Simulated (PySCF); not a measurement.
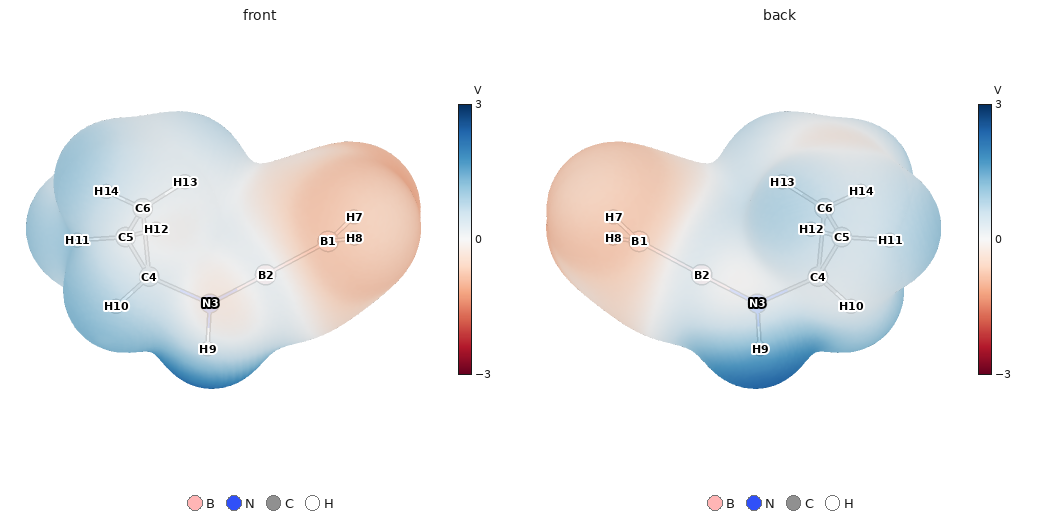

C₃H₈B₂N (SMILES B[B]NC1CC1) (doublet). The molecular electrostatic potential painted on the density surface at 0.002 e/bohr³, seen from the front and from behind; red is negative and blue positive.

Geometry: GFN2-xTB.

All numbers below come from PySCF, UKS B3LYP, pcH-1 on B C H N, non-relativistic, mean-field spin-orbit, GIAO.

```yaml
atoms:
  - { symbol: B, position_ang: [2.6888, 0.4117, -0.5016] }
  - { symbol: B, position_ang: [1.5602, -0.0801, 0.4243] }
  - { symbol: N, position_ang: [0.5521, -0.5070, 1.2344] }
  - { symbol: C, position_ang: [-0.8373, -0.1365, 1.1850] }
  - { symbol: C, position_ang: [-1.7191, -0.6977, 0.1027] }
  - { symbol: C, position_ang: [-1.3262, 0.7508, 0.0861] }
  - { symbol: H, position_ang: [2.9453, -0.1150, -1.5288] }
  - { symbol: H, position_ang: [3.3675, 1.3458, -0.2494] }
  - { symbol: H, position_ang: [0.7125, -1.2148, 1.9433] }
  - { symbol: H, position_ang: [-1.2772, -0.0122, 2.1703] }
  - { symbol: H, position_ang: [-2.7377, -0.9594, 0.3465] }
  - { symbol: H, position_ang: [-1.2588, -1.3457, -0.6273] }
  - { symbol: H, position_ang: [-0.5984, 1.0651, -0.6468] }
  - { symbol: H, position_ang: [-2.0725, 1.4945, 0.3191] }
```

Question: Describe the electrostatic potential map.

Answer: The most negative region (about −1.0 V) lies over H7, the most positive (about +2.3 V) over H9.
